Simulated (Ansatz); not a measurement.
# YSi2: a line through an energy map

Aim: follow the energy of YSi₂ (P6/mmm, No. 191; 3 atoms in the cell) along one coordinate, lattice constant a (and b), with the other held at lattice constant c = 3.854 Å.

Method: DFT PBEsol, scalar-relativistic, plane waves, PAW, in Ansatz 0.2.0.

36 further runs of the same task are left out: 36 set aside as unsound or not needed.

## Step 1: The system as given

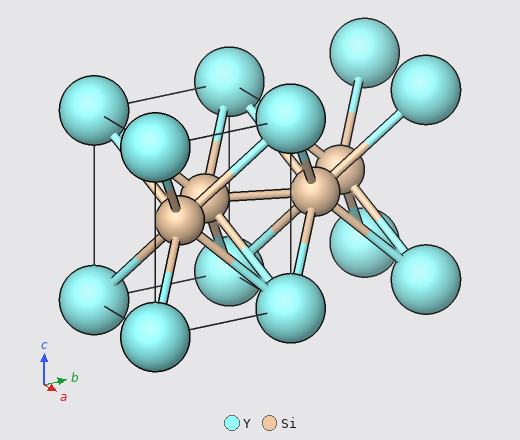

Start, viewed slightly off an axis; yttrium teal, silicon light orange. 1×2×1 cells are drawn. Atoms on the faces are drawn again on the opposite ones.

As a file:

```xyz
3
Lattice="4.0625 0.0000 0.0000 -2.0312 3.5182 0.0000 0.0000 0.0000 3.9024" Properties=species:S:1:pos:R:3 pbc="T T T"
Y     0.0000    0.0000    0.0000
Si    0.0000    2.3455    1.9512
Si    2.0312    1.1727    1.9512
```

This cell was relaxed beforehand with the same method: volume 18.59 Å³/atom, gap on the mesh none (metal).

## Step 2: Plan of the line

The energy is mapped over the lattice constants a and c of the conventional cell.

- lattice constant a (and b): 9 values from 3.859 to 4.266 Å
- lattice constant c: 9 values from 3.707 to 4.098 Å

Nothing else is relaxed (symmetry fixes all fractional coordinates). Energies count from the relaxed crystal. Points are written as (first, second).

## Step 3: The run at (3.859 Å, 3.854 Å)

input.yaml reads:

```yaml
crystal:
  lattice:
    - [3.8594, 0.0, 0.0]
    - [-1.9297, 3.3423384434, 0.0]
    - [0.0, 0.0, 3.8536]
  atoms:
    - { symbol: "Y", position: [0.0, 0.0, 0.0] }
    - { symbol: Si, position: [0.3333333333, 0.6666666667, 0.5] }
    - { symbol: Si, position: [0.6666666667, 0.3333333333, 0.5] }
basis:
  ecutwfc: 420
kpoints:
  mp_grid: { grid: [12, 12, 10] }
hamiltonian:
  xc: pbesol
scf:
  occupations: { method: methfessel_paxton, width: 0.35 }
output:
  forces: true
  stress: true
  eigenvalues: true
```

Command:

```bash
> ansatz run input.yaml --threads 1 --pin off --max-ram 2048MiB --backend cpu --events-out ev --progress --plain --runs-dir out
```

Log (excerpt; [...] marks lines left out):

```text
Warning: RAYON_NUM_THREADS=1 ignored (pool sized by the plan → 1); use --threads N
[...]
Pseudopotentials: kind: paw
Pseudopotential: Y, paw, valence charge 11, recommended cutoff 420 eV (normal), Y.paw.azcp
Pseudopotential: Si, paw, valence charge 4, recommended cutoff 420 eV (normal), Si.paw.azcp
Functional definition: PBEsol
[...]
Crystal: 3 atoms, lattice volume = 49.709 Å³
Basis set: ecut = 420 eV, 997 PW (Γ), exchange–correlation on 54×54×54 points (8 copies of the dense FFT grid, shifted against one another)
Bands: 14, of which v1, the nominal top of the filled ones, is band 10 counted from 1 (9 counted from 0)
Symmetry: 24 space group operations
Space group: P6/mmm (ITA 191), of the structure as read, at distance tolerance 3.7e-5 Å
k-points: 114 of 1440
[...]
SCF iter   1: F=—  HF=-5039.636680 eV  |F-HF|=—  |Δ(HF+E_count)|=         —  Δρ=2.90e-3  dr2=6.36e-3  ethr=1.77e-3  ⟨swp⟩=4.6  Hψ=8600  notcnv=0
[...]
SCF iter   7: F=-5039.634639 eV  HF=-5039.634639 eV  |F-HF|=8.76e-9  |Δ(HF+E_count)|=   9.61e-8  S|Δr|=    0.00e0  Δρ=3.51e-6  dr2=1.19e-8  ethr=5.26e-10  ⟨swp⟩=4.4  Hψ=5669  notcnv=0
[...]
SCF converged after 7 iterations
Stability not checked: this state was not tested for a lower state beside it, because cold or Methfessel-Paxton smearing, or corrected tetrahedra, fill the levels in a way that the test cannot read (fill_not_monotonic; see scf.lower_state_search)
Free energy (F): -5039.634639 eV
[...]
E sigma→0 (E₀):  -5039.632528 eV
Entropy (-TS):   -0.008445 eV (-2.815 meV/atom)
Fermi energy:    12.825157 eV
[...]
--- Forces (eV/Å), atoms counted from 1 ---
  atom   1  Y     -0.00000000     0.00000000     0.00000000
  atom   2  Si     0.00000000     0.00000000     0.00000000
  atom   3  Si    -0.00000000    -0.00000000     0.00000000
[...]
--- Stress (GPa, compression-positive) ---
       17.836508       0.000000       0.000000
        0.000000      17.836508       0.000000
        0.000000       0.000000       9.084337
  P = ⅓ Tr σ = 14.9191 GPa (149.191 kbar)
--- Band table (eV; the first three rows and the last of 114) ---
  k-point 0: bands = ["-29.2829", "-9.4294", "-9.3308", "-9.3308", "-0.1936", "9.0850", "9.0850", "10.3280", "10.8449", "12.4500", "13.9352", "13.9352", "15.5385", "15.5385"]
[...]
```

Run time: 3.5 s. Hardware: 1 thread of Arm Neoverse V2, shared host; peak memory 0.35 GiB.

That is 95 meV/atom from the zero.

## Step 4: Point (3.910 Å, 3.854 Å)

Edit input.yaml of step 3 so:

```diff
@@ -2,4 +2,4 @@
   lattice:
-    - [3.8594, 0.0, 0.0]
-    - [-1.9297, 3.3423384434, 0.0]
+    - [3.9102, 0.0, 0.0]
+    - [-1.9551, 3.3863325339, 0.0]
     - [0.0, 0.0, 3.8536]
```

Command:

```bash
> ansatz run input.yaml --threads 1 --pin off --max-ram 2048MiB --backend cpu --events-out ev --progress --plain --runs-dir out
```

Log (excerpt; [...] marks lines left out):

```text
[...]
SCF converged after 7 iterations
Stability not checked: this state was not tested for a lower state beside it, because cold or Methfessel-Paxton smearing, or corrected tetrahedra, fill the levels in a way that the test cannot read (fill_not_monotonic; see scf.lower_state_search)
Free energy (F): -5039.759097 eV
[...]
E sigma→0 (E₀):  -5039.757156 eV
Entropy (-TS):   -0.007762 eV (-2.587 meV/atom)
Fermi energy:    12.441653 eV
[...]
--- Forces (eV/Å), atoms counted from 1 ---
  atom   1  Y      0.00000000    -0.00000000     0.00000000
  atom   2  Si    -0.00000000    -0.00000000    -0.00000000
  atom   3  Si     0.00000000     0.00000000     0.00000000
[...]
--- Stress (GPa, compression-positive) ---
       12.596033       0.000000      -0.000000
       -0.000000      12.596033      -0.000000
       -0.000000      -0.000000       6.804692
  P = ⅓ Tr σ = 10.6656 GPa (106.656 kbar)
--- Band table (eV; the first three rows and the last of 114) ---
  k-point 0: bands = ["-29.7320", "-9.8486", "-9.7822", "-9.7822", "-0.3763", "8.7339", "8.7339", "10.0817", "10.5955", "11.8190", "13.5269", "13.5269", "15.1365", "15.1365"]
[...]
```

Wall time 3.5 s (1 thread of Arm Neoverse V2, shared host); peak memory 0.35 GiB.

That is 53 meV/atom from the zero.

## Step 5: Point (3.961 Å, 3.854 Å)

Edit input.yaml of step 4 so:

```diff
@@ -2,4 +2,4 @@
   lattice:
-    - [3.9102, 0.0, 0.0]
-    - [-1.9551, 3.3863325339, 0.0]
+    - [3.9609, 0.0, 0.0]
+    - [-1.98045, 3.4302400219, 0.0]
     - [0.0, 0.0, 3.8536]
```

Command:

```bash
> ansatz run input.yaml --threads 1 --pin off --max-ram 2048MiB --backend cpu --events-out ev --progress --plain --runs-dir out
```

Log (excerpt; [...] marks lines left out):

```text
[...]
SCF converged after 7 iterations
Stability not checked: this state was not tested for a lower state beside it, because cold or Methfessel-Paxton smearing, or corrected tetrahedra, fill the levels in a way that the test cannot read (fill_not_monotonic; see scf.lower_state_search)
Free energy (F): -5039.844630 eV
[...]
E sigma→0 (E₀):  -5039.843099 eV
Entropy (-TS):   -0.006124 eV (-2.041 meV/atom)
Fermi energy:    12.068152 eV
[...]
--- Forces (eV/Å), atoms counted from 1 ---
  atom   1  Y     -0.00000000     0.00000000     0.00000000
  atom   2  Si    -0.00000000     0.00000000     0.00000000
  atom   3  Si    -0.00000000    -0.00000000     0.00000000
[...]
--- Stress (GPa, compression-positive) ---
        8.094030      -0.000000       0.000000
       -0.000000       8.094030       0.000000
        0.000000       0.000000       4.787826
  P = ⅓ Tr σ = 6.9920 GPa (69.920 kbar)
--- Band table (eV; the first three rows and the last of 114) ---
  k-point 0: bands = ["-30.1714", "-10.2603", "-10.2219", "-10.2219", "-0.5498", "8.4002", "8.4002", "9.8495", "10.3550", "11.2121", "13.1313", "13.1313", "14.7482", "14.7482"]
[...]
```

Wall time 3.6 s (1 thread of Arm Neoverse V2, shared host); peak memory 0.35 GiB.

That is 25 meV/atom from the zero.

## Step 6: Grid point (4.012 Å, 3.854 Å)

Edit input.yaml of step 5 so:

```diff
@@ -2,4 +2,4 @@
   lattice:
-    - [3.9609, 0.0, 0.0]
-    - [-1.98045, 3.4302400219, 0.0]
+    - [4.0117, 0.0, 0.0]
+    - [-2.00585, 3.4742341124, 0.0]
     - [0.0, 0.0, 3.8536]
```

Command:

```bash
> ansatz run input.yaml --threads 1 --pin off --max-ram 2048MiB --backend cpu --events-out ev --progress --plain --runs-dir out
```

Log (excerpt; [...] marks lines left out):

```text
Warning: RAYON_NUM_THREADS=1 ignored (pool sized by the plan → 1); use --threads N
[...]
[... 4 set-up lines as earlier in the session ...]
[...]
Crystal: 3 atoms, lattice volume = 53.710 Å³
Basis set: ecut = 420 eV, 1057 PW (Γ), exchange–correlation on 54×54×54 points (8 copies of the dense FFT grid, shifted against one another)
Bands: 14, of which v1, the nominal top of the filled ones, is band 10 counted from 1 (9 counted from 0)
[... 1 set-up line as earlier in the session ...]
Space group: P6/mmm (ITA 191), of the structure as read, at distance tolerance 3.8e-5 Å
k-points: 114 of 1440
[...]
SCF iter   1: F=—  HF=-5039.897706 eV  |F-HF|=—  |Δ(HF+E_count)|=         —  Δρ=2.66e-3  dr2=5.68e-3  ethr=1.77e-3  ⟨swp⟩=4.6  Hψ=8670  notcnv=0
[...]
SCF converged after 7 iterations
Stability not checked: this state was not tested for a lower state beside it, because cold or Methfessel-Paxton smearing, or corrected tetrahedra, fill the levels in a way that the test cannot read (fill_not_monotonic; see scf.lower_state_search)
Free energy (F): -5039.895895 eV
[...]
E sigma→0 (E₀):  -5039.894568 eV
Entropy (-TS):   -0.005307 eV (-1.769 meV/atom)
Fermi energy:    11.704864 eV
[...]
--- Forces (eV/Å), atoms counted from 1 ---
  atom   1  Y     -0.00000000     0.00000000     0.00000000
  atom   2  Si     0.00000000    -0.00000000    -0.00000000
  atom   3  Si    -0.00000000     0.00000000     0.00000000
[...]
--- Stress (GPa, compression-positive) ---
        4.164302       0.000000      -0.000000
       -0.000000       4.164302      -0.000000
       -0.000000      -0.000000       3.041748
  P = ⅓ Tr σ = 3.7901 GPa (37.901 kbar)
--- Band table (eV; the first three rows and the last of 114) ---
  k-point 0: bands = ["-30.6016", "-10.6649", "-10.6508", "-10.6508", "-0.7154", "8.0814", "8.0814", "9.6291", "10.1216", "10.6253", "12.7465", "12.7465", "14.3720", "14.3720"]
[...]
```

Run time: 3.6 s. Hardware: 1 thread of Arm Neoverse V2, shared host; peak memory 0.35 GiB.

That is 8 meV/atom from the zero.

## Step 7: Grid point (4.062 Å, 3.854 Å)

Edit input.yaml of step 6 so:

```diff
@@ -2,4 +2,4 @@
   lattice:
-    - [4.0117, 0.0, 0.0]
-    - [-2.00585, 3.4742341124, 0.0]
+    - [4.0624960435, 0.0, 0.0]
+    - [-2.0312480217, 3.5182247765, 0.0]
     - [0.0, 0.0, 3.8536]
```

Command:

```bash
> ansatz run input.yaml --threads 1 --pin off --max-ram 2048MiB --backend cpu --events-out ev --progress --plain --runs-dir out
```

Log (excerpt; [...] marks lines left out):

```text
Warning: RAYON_NUM_THREADS=1 ignored (pool sized by the plan → 1); use --threads N
[...]
[... 4 set-up lines as earlier in the session ...]
[...]
Crystal: 3 atoms, lattice volume = 55.079 Å³
Basis set: ecut = 420 eV, 1117 PW (Γ), exchange–correlation on 60×60×54 points (8 copies of the dense FFT grid, shifted against one another)
Bands: 14, of which v1, the nominal top of the filled ones, is band 10 counted from 1 (9 counted from 0)
[... 2 set-up lines as earlier in the session ...]
k-points: 114 of 1440
[...]
SCF iter   1: F=—  HF=-5039.918287 eV  |F-HF|=—  |Δ(HF+E_count)|=         —  Δρ=2.56e-3  dr2=5.15e-3  ethr=1.77e-3  ⟨swp⟩=4.6  Hψ=8617  notcnv=0
[...]
SCF converged after 7 iterations
Stability not checked: this state was not tested for a lower state beside it, because cold or Methfessel-Paxton smearing, or corrected tetrahedra, fill the levels in a way that the test cannot read (fill_not_monotonic; see scf.lower_state_search)
Free energy (F): -5039.916662 eV
[...]
E sigma→0 (E₀):  -5039.915445 eV
Entropy (-TS):   -0.004867 eV (-1.622 meV/atom)
Fermi energy:    11.352234 eV
[...]
--- Forces (eV/Å), atoms counted from 1 ---
  atom   1  Y      0.00000000    -0.00000000     0.00000000
  atom   2  Si     0.00000000     0.00000000    -0.00000000
  atom   3  Si     0.00000000    -0.00000000     0.00000000
[...]
--- Stress (GPa, compression-positive) ---
        0.789669      -0.000000       0.000000
       -0.000000       0.789669       0.000000
        0.000000       0.000000       1.501894
  P = ⅓ Tr σ = 1.0271 GPa (10.271 kbar)
--- Band table (eV; the first three rows and the last of 114) ---
  k-point 0: bands = ["-31.0226", "-11.0692", "-11.0692", "-11.0622", "-0.8731", "7.7775", "7.7775", "9.4202", "9.8949", "10.0596", "12.3731", "12.3731", "14.0075", "14.0075"]
[...]
```

Run time: 3.8 s. Hardware: 1 thread of Arm Neoverse V2, shared host; peak memory 0.36 GiB.

That is 0.9 meV/atom from the zero.

## Step 8: Grid point (4.113 Å, 3.854 Å)

Edit input.yaml of step 7 so:

```diff
@@ -2,4 +2,4 @@
   lattice:
-    - [4.0624960435, 0.0, 0.0]
-    - [-2.0312480217, 3.5182247765, 0.0]
+    - [4.1133, 0.0, 0.0]
+    - [-2.05665, 3.5622222934, 0.0]
     - [0.0, 0.0, 3.8536]
```

Command:

```bash
> ansatz run input.yaml --threads 1 --pin off --max-ram 2048MiB --backend cpu --events-out ev --progress --plain --runs-dir out
```

Log (excerpt; [...] marks lines left out):

```text
[...]
SCF converged after 7 iterations
Stability not checked: this state was not tested for a lower state beside it, because cold or Methfessel-Paxton smearing, or corrected tetrahedra, fill the levels in a way that the test cannot read (fill_not_monotonic; see scf.lower_state_search)
Free energy (F): -5039.910554 eV
[...]
E sigma→0 (E₀):  -5039.909529 eV
Entropy (-TS):   -0.004098 eV (-1.366 meV/atom)
Fermi energy:    11.010847 eV
[...]
--- Forces (eV/Å), atoms counted from 1 ---
  atom   1  Y      0.00000000     0.00000000     0.00000000
  atom   2  Si    -0.00000000     0.00000000     0.00000000
  atom   3  Si    -0.00000000    -0.00000000     0.00000000
[...]
--- Stress (GPa, compression-positive) ---
       -2.126124       0.000000       0.000000
        0.000000      -2.126124       0.000000
        0.000000       0.000000       0.134774
  P = ⅓ Tr σ = -1.3725 GPa (-13.725 kbar)
--- Band table (eV; the first three rows and the last of 114) ---
  k-point 0: bands = ["-31.4340", "-11.4770", "-11.4770", "-11.4518", "-1.0236", "7.4871", "7.4871", "9.2218", "9.5137", "9.6741", "12.0105", "12.0105", "13.6545", "13.6545"]
[...]
```

Wall time 3.8 s (1 thread of Arm Neoverse V2, shared host); peak memory 0.36 GiB.

That is 2.9 meV/atom from the zero.

## Step 9: Grid point (4.164 Å, 3.854 Å)

Edit input.yaml of step 8 so:

```diff
@@ -2,4 +2,4 @@
   lattice:
-    - [4.1133, 0.0, 0.0]
-    - [-2.05665, 3.5622222934, 0.0]
+    - [4.1641, 0.0, 0.0]
+    - [-2.08205, 3.6062163839, 0.0]
     - [0.0, 0.0, 3.8536]
```

Command:

```bash
> ansatz run input.yaml --threads 1 --pin off --max-ram 2048MiB --backend cpu --events-out ev --progress --plain --runs-dir out
```

Log (excerpt; [...] marks lines left out):

```text
Warning: RAYON_NUM_THREADS=1 ignored (pool sized by the plan → 1); use --threads N
[...]
[... 4 set-up lines as earlier in the session ...]
[...]
Crystal: 3 atoms, lattice volume = 57.868 Å³
Basis set: ecut = 420 eV, 1147 PW (Γ), exchange–correlation on 60×60×54 points (8 copies of the dense FFT grid, shifted against one another)
Bands: 14, of which v1, the nominal top of the filled ones, is band 10 counted from 1 (9 counted from 0)
[... 1 set-up line as earlier in the session ...]
Space group: P6/mmm (ITA 191), of the structure as read, at distance tolerance 3.9e-5 Å
k-points: 114 of 1440
[...]
SCF iter   1: F=—  HF=-5039.881729 eV  |F-HF|=—  |Δ(HF+E_count)|=         —  Δρ=2.28e-3  dr2=3.70e-3  ethr=1.77e-3  ⟨swp⟩=4.7  Hψ=8652  notcnv=0
[...]
SCF converged after 6 iterations
Stability not checked: this state was not tested for a lower state beside it, because cold or Methfessel-Paxton smearing, or corrected tetrahedra, fill the levels in a way that the test cannot read (fill_not_monotonic; see scf.lower_state_search)
Free energy (F): -5039.880604 eV
[...]
E sigma→0 (E₀):  -5039.879698 eV
Entropy (-TS):   -0.003623 eV (-1.208 meV/atom)
Fermi energy:    10.679377 eV
[...]
--- Forces (eV/Å), atoms counted from 1 ---
  atom   1  Y     -0.00000000    -0.00000000     0.00000000
  atom   2  Si    -0.00000000     0.00000000     0.00000000
  atom   3  Si     0.00000000    -0.00000000     0.00000000
[...]
--- Stress (GPa, compression-positive) ---
       -4.646967      -0.000000      -0.000000
        0.000000      -4.646967      -0.000000
       -0.000000      -0.000000      -1.051405
  P = ⅓ Tr σ = -3.4484 GPa (-34.484 kbar)
--- Band table (eV; the first three rows and the last of 114) ---
  k-point 0: bands = ["-31.8357", "-11.8742", "-11.8742", "-11.8335", "-1.1674", "7.2096", "7.2096", "8.9871", "9.0330", "9.4586", "11.6581", "11.6581", "13.3123", "13.3123"]
[...]
```

Run time: 4 s. Hardware: 1 thread of Arm Neoverse V2, shared host; peak memory 0.36 GiB.

Energy on the map's scale: 13 meV/atom.

## Step 10: Grid point (4.215 Å, 3.854 Å)

Edit input.yaml of step 9 so:

```diff
@@ -2,4 +2,4 @@
   lattice:
-    - [4.1641, 0.0, 0.0]
-    - [-2.08205, 3.6062163839, 0.0]
+    - [4.2148, 0.0, 0.0]
+    - [-2.1074, 3.6501238719, 0.0]
     - [0.0, 0.0, 3.8536]
```

Command:

```bash
> ansatz run input.yaml --threads 1 --pin off --max-ram 2048MiB --backend cpu --events-out ev --progress --plain --runs-dir out
```

Log (excerpt; [...] marks lines left out):

```text
Warning: RAYON_NUM_THREADS=1 ignored (pool sized by the plan → 1); use --threads N
[...]
[... 4 set-up lines as earlier in the session ...]
[...]
Crystal: 3 atoms, lattice volume = 59.286 Å³
Basis set: ecut = 420 eV, 1171 PW (Γ), exchange–correlation on 60×60×54 points (8 copies of the dense FFT grid, shifted against one another)
Bands: 14, of which v1, the nominal top of the filled ones, is band 10 counted from 1 (9 counted from 0)
[... 2 set-up lines as earlier in the session ...]
k-points: 114 of 1440
[...]
SCF iter   1: F=—  HF=-5039.830419 eV  |F-HF|=—  |Δ(HF+E_count)|=         —  Δρ=2.12e-3  dr2=3.00e-3  ethr=1.77e-3  ⟨swp⟩=4.6  Hψ=8587  notcnv=0
[...]
SCF converged after 6 iterations
Stability not checked: this state was not tested for a lower state beside it, because cold or Methfessel-Paxton smearing, or corrected tetrahedra, fill the levels in a way that the test cannot read (fill_not_monotonic; see scf.lower_state_search)
Free energy (F): -5039.829547 eV
[...]
E sigma→0 (E₀):  -5039.828800 eV
Entropy (-TS):   -0.002989 eV (-0.996 meV/atom)
Fermi energy:    10.356445 eV
[...]
--- Forces (eV/Å), atoms counted from 1 ---
  atom   1  Y      0.00000000    -0.00000000     0.00000000
  atom   2  Si    -0.00000000     0.00000000     0.00000000
  atom   3  Si    -0.00000000    -0.00000000     0.00000000
[...]
--- Stress (GPa, compression-positive) ---
       -6.842562       0.000000       0.000000
        0.000000      -6.842562       0.000000
        0.000000       0.000000      -2.062177
  P = ⅓ Tr σ = -5.2491 GPa (-52.491 kbar)
--- Band table (eV; the first three rows and the last of 114) ---
  k-point 0: bands = ["-32.2274", "-12.2608", "-12.2608", "-12.2066", "-1.3046", "6.9448", "6.9448", "8.4802", "8.8538", "9.2479", "11.3164", "11.3164", "12.9811", "12.9811"]
[...]
```

Run time: 4.2 s. Hardware: 1 thread of Arm Neoverse V2, shared host; peak memory 0.36 GiB.

Energy on the map's scale: 30 meV/atom.

## Step 11: The run at (4.266 Å, 3.854 Å)

Edit input.yaml of step 10 so:

```diff
@@ -2,4 +2,4 @@
   lattice:
-    - [4.2148, 0.0, 0.0]
-    - [-2.1074, 3.6501238719, 0.0]
+    - [4.2656, 0.0, 0.0]
+    - [-2.1328, 3.6941179624, 0.0]
     - [0.0, 0.0, 3.8536]
```

Command:

```bash
> ansatz run input.yaml --threads 1 --pin off --max-ram 2048MiB --backend cpu --events-out ev --progress --plain --runs-dir out
```

Log (excerpt; [...] marks lines left out):

```text
[...]
SCF converged after 6 iterations
Stability not checked: this state was not tested for a lower state beside it, because cold or Methfessel-Paxton smearing, or corrected tetrahedra, fill the levels in a way that the test cannot read (fill_not_monotonic; see scf.lower_state_search)
Free energy (F): -5039.759185 eV
[...]
E sigma→0 (E₀):  -5039.758621 eV
Entropy (-TS):   -0.002254 eV (-0.751 meV/atom)
Fermi energy:    10.039932 eV
[...]
--- Forces (eV/Å), atoms counted from 1 ---
  atom   1  Y      0.00000000     0.00000000     0.00000000
  atom   2  Si     0.00000000     0.00000000    -0.00000000
  atom   3  Si     0.00000000    -0.00000000     0.00000000
[...]
--- Stress (GPa, compression-positive) ---
       -8.798651       0.000000      -0.000000
        0.000000      -8.798651      -0.000000
       -0.000000      -0.000000      -2.922561
  P = ⅓ Tr σ = -6.8400 GPa (-68.400 kbar)
--- Band table (eV; the first three rows and the last of 114) ---
  k-point 0: bands = ["-32.6103", "-12.6381", "-12.6381", "-12.5723", "-1.4367", "6.6903", "6.6903", "7.9898", "8.6823", "9.0409", "10.9832", "10.9832", "12.6592", "12.6592"]
[...]
```

It took 4.2 s on 1 thread of Arm Neoverse V2, shared host; peak memory 0.36 GiB.

On the map this point reads 53 meV/atom.

## Step 12: Results

| lattice constant a (and b) (Å) | step | energy (meV/atom) | slope (meV/atom per Å) | pressure (GPa) |
| --- | --- | --- | --- | --- |
| 3.859 | 3 | 95 | −956 | 14.9 |
| 3.910 | 4 | 53 | −684 | 10.7 |
| 3.961 | 5 | 25 | −445 | 7.0 |
| 4.012 | 6 | 8 | −232 | 3.8 |
| 4.062 | 7 | 0.9 | −45 | 1.0 |
| 4.113 | 8 | 2.9 | 121 | −1.4 |
| 4.164 | 9 | 13 | 269 | −3.4 |
| 4.215 | 10 | 30 | 400 | −5.2 |
| 4.266 | 11 | 53 | 521 | −6.8 |

Energies count from the relaxed crystal. Slopes come from the forces (and the stress, where the cell changes), not from differences of energies.

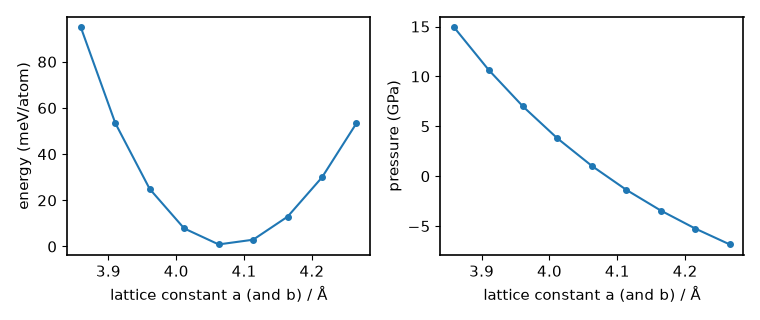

Energy and pressure along the line.

**Reading.** Along the line the energy is lowest at 4.062 Å, 0.9 meV/atom from the zero. A fit to energies and slopes at the lowest point and its two neighbours puts the minimum at 4.0755 Å, with a curvature of about 3400 meV/atom per Å². The highest point computed, at 3.859 Å, lies 94 meV/atom above the lowest. This is one cut through a surface in two coordinates; the map's lowest point lies off it.
